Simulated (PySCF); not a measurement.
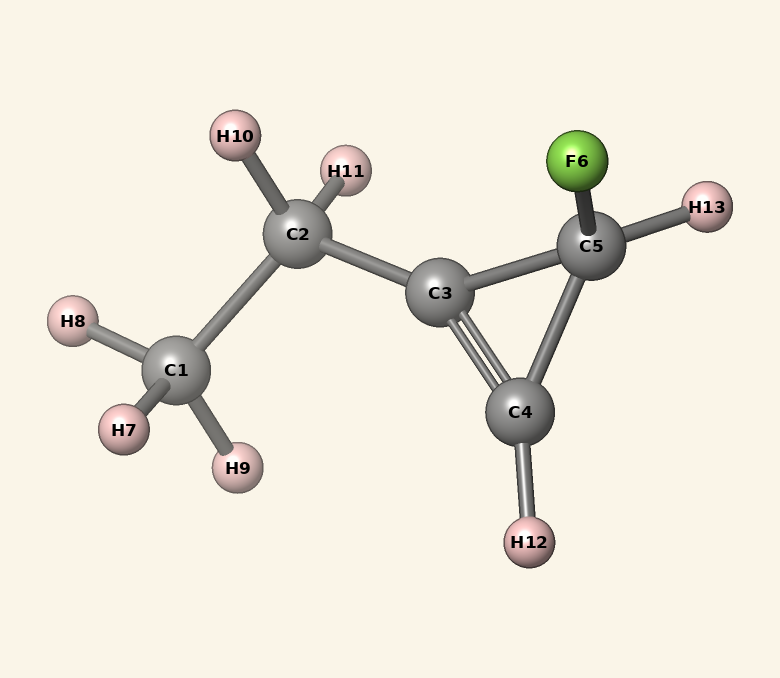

Depth is shown by fading: the farther an atom, the more it takes the colour of the background. Computed geometry: PBE0-D3(BJ)/def2-SVP optimisation. No frequency run is at hand to confirm it as a minimum.

Find the stereocentres and stereogenic double bonds.

Answer. Centres: C5.

Give the R/S and E/Z labels.

Answer. C5: S (priorities F6 > C3 > C4 > H13).

Write the isomeric SMILES.

Answer. CCC1=C[C@@H]1F
